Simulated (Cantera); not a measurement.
Charge: 1 mol Si, 0.78 mol Cl2, 9.8 mol H2, at 1600 K.

These are equilibrium values from Cantera (NASA tables, ideal gas, pure condensed phases), not measurements of a reactor. Candidate condensed phases: Si; 19 gas species. The tables' values for SiCl3 are old estimates; treat these amounts as uncertain. Gases not in the tables: Si2H6 and higher silanes. Rates play no part.

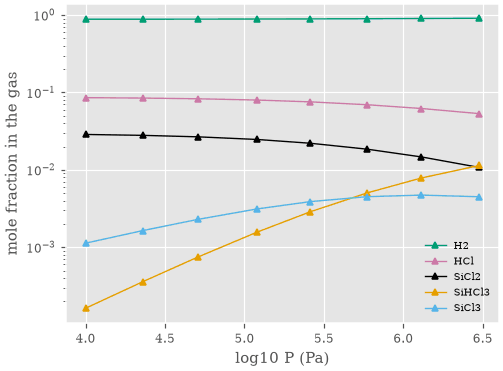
*Equilibrium gas composition (values under 1e-9 drawn at 1e-9)*

Question: Read off the mole fractions at 2.60 bar.

Answer: H2 about 0.89, HCl about 0.076, SiCl2 about 0.022, SiCl3 about 0.0039, SiHCl3 about 0.0029.
